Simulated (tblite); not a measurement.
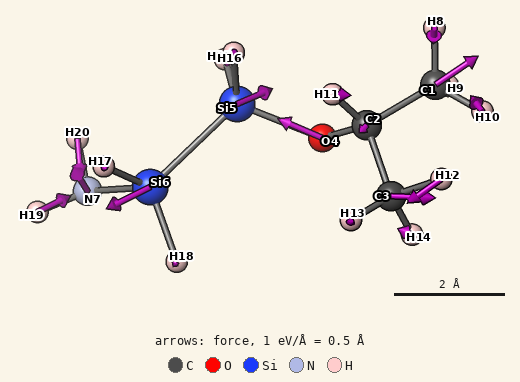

Starting geometry of C3H13NOSi2 with the computed forces as purple arrows. The picture is a ball-and-stick view, seen from a free direction.

The calculation used GFN2-xTB geometry optimisation, gas phase in tblite. 

**Is this structure relaxed? If not, where do the atoms go?**

It isn't relaxed: the largest force vector, on Si6, is 2.03 eV/Å. The final displacements have little in common with the starting forces (cosine between the two patterns 0.20). Over 153 geometry steps the energy falls by 106.0 kJ/mol. The atom that moves furthest after the best rigid fit is H8 (1.39 Å). Largest moves by element: H 1.39 Å, O 1.05 Å, N 0.65 Å, C 0.50 Å, Si 0.32 Å. Among the contacts that change: Si6–N7 1.808 → 1.727 Å, Si5–Si6 2.217 → 2.282 Å, O4–Si5 1.682 → 1.619 Å, C3–H12 1.139 → 1.087 Å. Among the angles between lasting bonds that change: C2–O4–Si5 115.3° → 130.4°, O4–Si5–Si6 114.8° → 100.6°, Si6–N7–H19 107.5° → 118.6°. Groups turn about Si5–Si6 by about 65°, C2–O4 by about 65°, O4–Si5 by about 60°.
